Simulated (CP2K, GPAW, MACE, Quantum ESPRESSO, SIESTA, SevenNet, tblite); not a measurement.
# Twisted graphene bilayer, 46.83° (76 atoms): one structure in several programs

Aim: run twisted graphene bilayer, 46.83° (76 atoms) in several programs and set results and cost side by side. A plane-wave run serves as the reference.

Main program and level: Quantum ESPRESSO 7.5; Kohn-Sham DFT, PBE, SSSP efficiency 1.3.0 pseudopotentials, plane waves.

## (1) Set-up

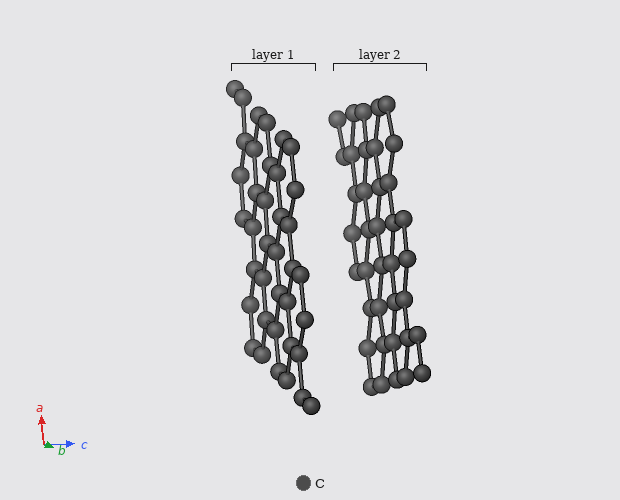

Start, viewed from the side, with the c axis across the page; carbon dark grey.

The cell holds 76 atoms: 76 C. Its edges and angles: a = 10.723 Å, b = 10.723 Å, c = 17.430 Å, α = 90.0°, β = 90.0°, γ = 120.0°. It derives from C (graphene). Graphene (a = 2.46 Å) under graphene (a = 2.46 Å), bilayer, commensurate cell of 19 unit cells a layer, twist 46.83 deg; facing planes 3.43 Å apart as built; 14 Å of vacuum; minimised with a classical potential. Then every atom was moved at random, 0.02 Å r.m.s. a Cartesian component. Regions: layer 1, 38 atoms (38 C); layer 2, 38 atoms (38 C). Vacuum lies along c.

## (2) The reference run

File pw.in:

```
&control
  calculation = 'scf'
  pseudo_dir = './pseudo'
  outdir = './tmp'
  disk_io = 'none'
  tprnfor = .true.
/
&system
  ibrav = 0
  nat = 76
  ntyp = 1
  ecutwfc = 45
  ecutrho = 360
  nosym = .true.
  occupations = 'smearing'
  smearing = 'fd'
  degauss = 0.003675
/
&electrons
  conv_thr = 3.8e-07
  electron_maxstep = 100
  mixing_beta = 0.2
  mixing_mode = 'local-TF'
  diagonalization = 'david'
/
ATOMIC_SPECIES
C 12.011 C.upf
CELL_PARAMETERS angstrom
10.72290 0.00000 0.00000
-5.36145 9.28630 0.00000
0.00000 0.00000 17.43000
ATOMIC_POSITIONS crystal
C 0.17572 0.77312 0.40172
C 0.19245 0.65070 0.40308
C 0.28043 0.03334 0.40249
C 0.29546 0.91149 0.40378
C 0.12758 0.14176 0.40315
C 0.14043 0.02129 0.40125
C 0.22635 0.40370 0.40336
C 0.24953 0.28184 0.40171
C 0.33667 0.66612 0.40195
C 0.35439 0.54742 0.40259
C 0.44183 0.93149 0.40173
C 0.45344 0.80553 0.40322
[... 60 atom lines left out ...]
C 0.91542 0.29908 0.59645
C 0.92938 0.44169 0.59781
C 0.96392 0.71856 0.59782
C 0.98309 0.85878 0.59628
K_POINTS gamma
```

Launch:

```console
$ OMP_NUM_THREADS=1 mpirun -np 4 pw.x -in pw.in > output.txt
```

Numbers of over 12 decimals in the logs are rounded to 6 here.

The log of the run:

```text
Program PWSCF
     gamma-point specific algorithms are used
     one sub-group per band group will be used
     scalapack distributed-memory algorithm (size of sub-group:  2*  2 procs)
     Parallelization info
     sticks:   dense  smooth     PW     G-vecs:    dense   smooth      PW
     Min        2544    1274    318               337711   119440   14957
     Max        2545    1277    326               337712   119454   14958
     Sum       10177    5101   1285              1350847   477777   59831
     bravais-lattice index     =            0
     lattice parameter (alat)  =      20.2633  a.u.
     unit-cell volume          =   11712.4825 (a.u.)^3
     number of atoms/cell      =           76
     number of atomic types    =            1
     number of electrons       =       304.00
[... lines left out ...]
     scf convergence threshold =      3.8E-07
[... lines left out ...]
     number of k points=     1  Fermi-Dirac smearing, width (Ry)=  0.0037
[... lines left out ...]
     total energy              =   -1404.28745786 Ry
[... lines left out ...]
     total energy              =   -1400.87557985 Ry
[... lines left out ...]
     total energy              =   -1401.84766592 Ry
[... lines left out ...]
     total energy              =   -1401.79314741 Ry
[... lines left out ...]
     total energy              =   -1401.79314494 Ry
[... lines left out ...]
     iteration # 19     ecut=    45.00 Ry     beta= 0.20
     negative rho (up, down):  4.560E-03 0.000E+00
     End of self-consistent calculation
          k = 0.0000 0.0000 0.0000 ( 29916 PWs)   bands (ev):
   -19.5725 -19.4359 -18.4287 -18.4182 -18.3585 -18.3219 -18.3165 -18.2598
   -18.2519 -18.2275 -18.1872 -18.1712 -18.1214 -18.0699 -16.0167 -15.9788
   -15.9544 -15.9329 -15.8907 -15.8655 -15.8278 -15.8196 -15.8047 -15.7699
[...]
2.3341   2.4316   2.4366   2.5468   3.2284   3.2719   3.3148   3.3285
     3.3575   3.3792   3.4397   3.4650   3.4698   3.5012   3.5506   3.5995
     3.6214   3.8280   4.4243   5.0418   5.0455   5.0524
     the Fermi energy is     0.7478 ev
!    total energy              =   -1401.79314500 Ry
     total all-electron energy =     -5791.864580 Ry
     estimated scf accuracy    <       0.00000038 Ry
     smearing contrib. (-TS)   =      -0.00000000 Ry
     internal energy E=F+TS    =   -1401.79314500 Ry
     The total energy is F=E-TS. E is the sum of the following terms:
     one-electron contribution =   -7807.62121342 Ry
     hartree contribution      =    3985.54835162 Ry
     xc contribution           =    -352.89919955 Ry
     ewald contribution        =    3241.88851577 Ry
     one-center paw contrib.   =    -468.70959942 Ry
     convergence has been achieved in  19 iterations
     negative rho (up, down):  4.560E-03 0.000E+00
     Forces acting on atoms (cartesian axes, Ry/au):
     atom    1 type  1   force =    -0.03868902   -0.02606933    0.01180369
     atom    2 type  1   force =     0.05145803   -0.02097010   -0.01272636
     atom    3 type  1   force =    -0.03629626    0.03997439   -0.00672522
[...]
atom   75 type  1   force =     0.04077117    0.02368867   -0.01264158
     atom   76 type  1   force =    -0.03238125    0.03462373    0.03644939
     Total force =     0.710693     Total SCF correction =     0.000654
     Message from routine punch:
     Nothing written, as per user request (disk_io='none')
```

It took 2.1 min on 4 MPI ranks of Arm Neoverse V1, shared host; peak memory 3.5 GiB; 8.3 min of CPU time.

Banners, paths, timers and routine set-up lines are dropped from the logs unmarked, and long logs keep their key lines alone; longer cuts are marked.

Numbers from this run:

* r.m.s. force component: 1.21 eV/Å
* longest force: 4.887 eV/Å

## (3) The ladder

The programs:
- CP2K 2026.2: Gaussian basis with GTH pseudopotentials and a plane-wave density; labels give functional, basis (MOLOPT sets; SR short-range, UZH the newer set with its own potentials), grid cutoff/relative cutoff and solver (OT: orbital transformation; TRS4, TC2, SIGN: linear-scaling purification with its sparsity filter), or its built-in tight binding.
- GPAW 26.7.0: PAW with atomic orbitals (LCAO), plane waves or a real-space grid of spacing h.
- MACE: machine-learned potential, published weights.
- SIESTA 5.4.2: numerical atomic orbitals, whose automatically made sets are far from complete, with PseudoDojo norm-conserving potentials that we converted to its format (checked against plane waves on the same files for H, C, O, Si, Ge and Ca alone); labels give functional, basis size, energy shift and mesh cutoff.
- SevenNet: machine-learned potential, published weights.
- tblite 0.8.0: extended tight binding, driven from Python.

All use the same cell and atoms; the electronic-structure runs use the same k-mesh, and an electronic temperature of 580 K (0.05 eV) where levels are smeared.

Differences are against the plane-wave reference, forces as r.m.s. over components; share is that over the reference's r.m.s. force, slope the least-squares factor from reference forces to these. Total energies of different programs have different zeros and aren't compared.

| run | Δ force, r.m.s. (meV/Å) | share (%) | slope | cores | CPU time | memory (GiB) |
| --- | --- | --- | --- | --- | --- | --- |
| reference | - | - | - | 4 | 8.3 min | 3.5 |
| CP2K LDA, DZVP-MOLOPT-SR, 450/50 Ry, diagonalisation | 39.1 | 3.23 | 0.995 | 2 | 2.6 min | 3.5 |
| CP2K PBE, DZVP-UZH, 225/50 Ry, diagonalisation (coarse) | 29.6 | 2.45 | 1.015 | 2 | 3.4 min | 1.3 |
| CP2K PBE, DZVP-UZH, 450/30 Ry, diagonalisation (coarse) | 21.3 | 1.76 | 1.016 | 4 | 4 min | 4.7 |
| CP2K PBE, DZVP-UZH, 450/50 Ry, diagonalisation | 21.2 | 1.75 | 1.016 | 4 | 4.3 min | 4.7 |
| CP2K PBE, TZV2P-MOLOPT, 450/50 Ry, diagonalisation | 7.55 | 0.624 | 1.000 | 4 | 33 min | 5.0 |
| CP2K PBE, TZV2P-UZH, 450/50 Ry, diagonalisation | 6.31 | 0.521 | 1.000 | 4 | 13 min | 5.3 |
| GPAW PBE, LCAO dzp, h 0.16 Å | 94.4 | 7.80 | 1.065 | 1 | 1.9 min | 1.6 |
| GPAW PBE, LCAO dzp, h 0.2 Å | 91.1 | 7.53 | 1.063 | 1 | 77 s | 0.92 |
| GPAW PBE, LCAO dzp, h 0.2 Å, other mixer settings | 91.8 | 7.59 | 1.063 | 1 | 95 s | 0.83 |
| GPAW PBE, LCAO szp(dzp), h 0.2 Å (coarse) | 181 | 14.9 | 1.067 | 1 | 55 s | 0.89 |
| GPAW PBE, plane waves 450 eV | 4.71 | 0.389 | 1.002 | 2 | 4 min | 1.4 |
| MACE MP-0b3 medium potential | 229 | 18.9 | 0.816 | 1 | 8 s | 1.1 |
| MACE MPA-0 medium potential | 147 | 12.1 | 0.897 | 1 | 10 s | 1.0 |
| SIESTA LDA, DZP, shift 0.01 Ry, mesh 300 Ry | 159 | 13.1 | 1.106 | 2 | 2.2 min | 1.1 |
| SIESTA PBE, DZP, shift 0.01 Ry, mesh 300 Ry | 159 | 13.1 | 1.113 | 2 | 2.4 min | 1.1 |
| SevenNet 0 potential | 162 | 13.4 | 0.879 | 1 | 12 s | 0.85 |
| tblite GFN1-xTB | 95.1 | 7.86 | 0.949 | 1 | 1.3 s | 0.12 |
| tblite GFN2-xTB | 107 | 8.83 | 0.942 | 1 | 3.3 s | 0.12 |

Rows marked coarse were listed beforehand as settings not expected to be converged; some can still land near the reference.

Times of the machine-learned potentials are mostly Python's start and the loading of weights.

CPU time is summed over cores on a shared host, where runs went side by side, so it is rough. Symmetry, cutoffs, thresholds, outputs and thread counts weren't matched or tuned between programs; memory under MPI is the largest rank's times the ranks.

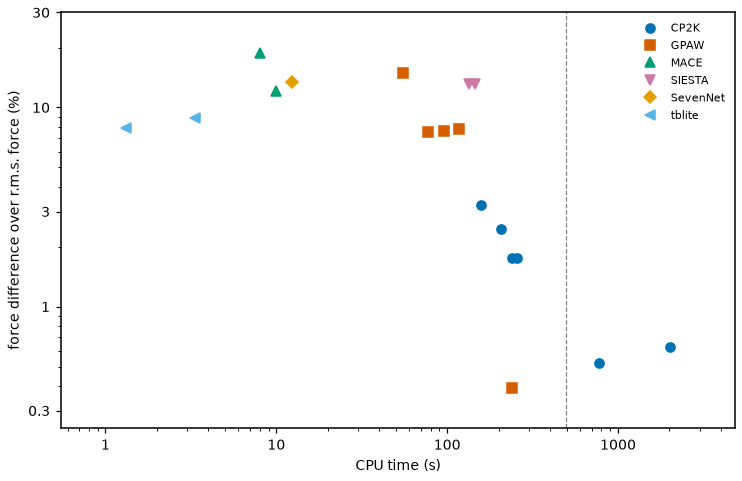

Force difference against CPU time; the dashed line marks the reference's time.

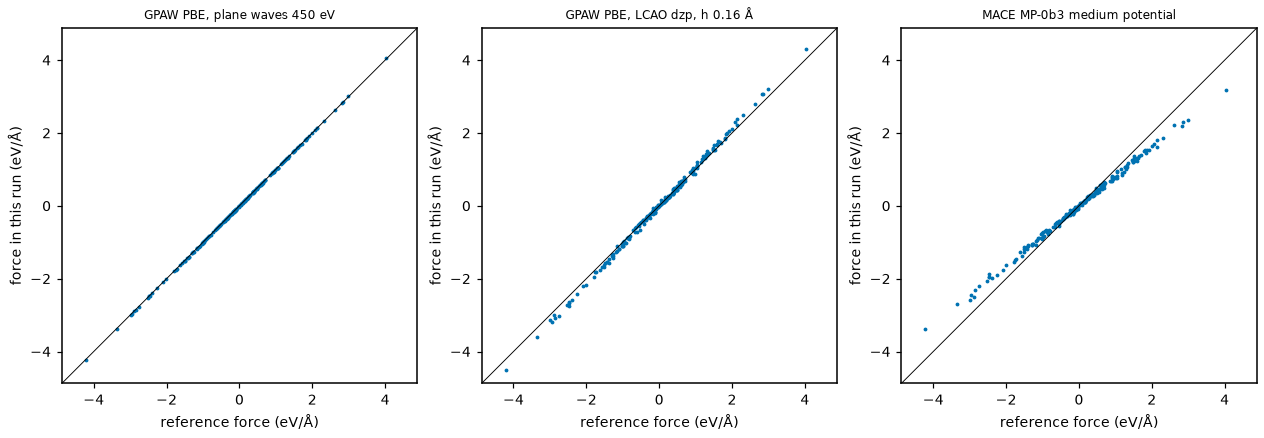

Force components against those of the reference; the line marks equality.

Within one program, basis, potentials and functional, energies share a zero. Each run against its twin at the usual cutoff or grid and solver:

| run | twin | Δ energy (meV/atom) | Δ force, r.m.s. (meV/Å) | CPU time over the twin's |
| --- | --- | --- | --- | --- |
| CP2K PBE, DZVP-UZH, 225/50 Ry, diagonalisation | DZVP-UZH, 450/50 Ry, diagonalisation | 0.139 | 18.7 | 0.80 (this twin ran on 4 cores) |
| CP2K PBE, DZVP-UZH, 450/30 Ry, diagonalisation | DZVP-UZH, 450/50 Ry, diagonalisation | -0.049 | 0.431 | 0.94 |
| GPAW PBE, LCAO dzp, h 0.16 Å | LCAO dzp, h 0.2 Å | -78.2 | 18.4 | 1.5 |
| GPAW PBE, LCAO dzp, h 0.2 Å, other mixer settings | LCAO dzp, h 0.2 Å | 0 | 1.43 | 1.2 |

## (4) Results

```yaml
reference_r_m_s_force_component: 1.21 eV/Å
nearest_in_forces: GPAW PBE, plane waves 450 eV, 0.39 %
farthest_in_forces: MACE MP-0b3 medium potential, 19 %
cheapest_electronic_structure_run_beside_the_reference: tblite GFN1-xTB, 1.3 s of CPU time
```

PBE on plane waves or a grid with other potentials, cutoffs or grids, coarse settings apart, differs from the reference by 0.39 % (GPAW PBE, plane waves 450 eV) of the r.m.s. force; this holds the reference's own error, so differences of a few per cent don't tell which side is nearer the exact PBE result. The PBE runs in local orbitals, coarse settings apart, differ by 0.52 % (CP2K PBE, TZV2P-UZH, 450/50 Ry, diagonalisation) to 13 % (SIESTA PBE, DZP, shift 0.01 Ry, mesh 300 Ry); basis, grid and potentials can all enter. Tight binding differs by 7.9 % (tblite GFN1-xTB) to 8.8 % (tblite GFN2-xTB); it is another model, with fitted parameters of its own, and the xTB methods hold dispersion. Machine-learned potentials differ by 12 % (MACE MPA-0 medium potential) to 19 % (MACE MP-0b3 medium potential); they were trained on other programs' data. Among those trained on PBE data the slope goes as low as 0.82, which softening far from their training structures can give, though the reference's k-sampling is untested too. Rows with another functional or a dispersion term differ by 3.2 % (CP2K LDA, DZVP-MOLOPT-SR, 450/50 Ry, diagonalisation) to 13 % (SIESTA LDA, DZP, shift 0.01 Ry, mesh 300 Ry), which mixes the change of model with differences of basis and potentials. Runs with settings chosen to be coarse differ by 1.8 % (CP2K PBE, DZVP-UZH, 450/30 Ry, diagonalisation) to 15 % (GPAW PBE, LCAO szp(dzp), h 0.2 Å), their programs' other errors included. Of the electronic-structure runs that take under half the reference's CPU time, GPAW PBE, plane waves 450 eV comes nearest, at 0.39 % in 4 min against 8.3 min. SIESTA PBE, DZP, shift 0.01 Ry, mesh 300 Ry stiffens the forces by a factor of 1.11 while following their directions (correlation 0.998); the slopes of the 2 SIESTA runs lie between 1.11 and 1.11. In the reference: no gap is quoted: the bands of a honeycomb sheet meet or nearly meet at one point of the zone, so the gap depends on whether the mesh holds it and on how the neighbours disturb the sheet. Periodic xTB results under one method name differ between programs and library versions. Machine-learned potentials mimic data converged in k, so the reference's own k-point error enters their differences. The reference's PBE has no dispersion term, which matters for the binding between molecules or layers. One k-point is far too coarse for the carbon or group-IV sheet, and it can put spurious forces of up to about 1 eV/Å on the sheet's atoms. The electronic-structure runs sample only Γ, in a cell whose shortest periodic width is 9 Å.

[Also dropped from logs without a mark: logging warnings of Python, and SIESTA's first energy breakdown and zero terms.]

[Logs are printed without paths, hosts, clocks, repeated set-up lines and the standing remarks that a program may print on its own settings, such as how far it seeks lower states.]

[Hosts, paths, dates, database ids (printed as entryN), source tags and the programs' standing remarks are cut or masked in the printed files.]
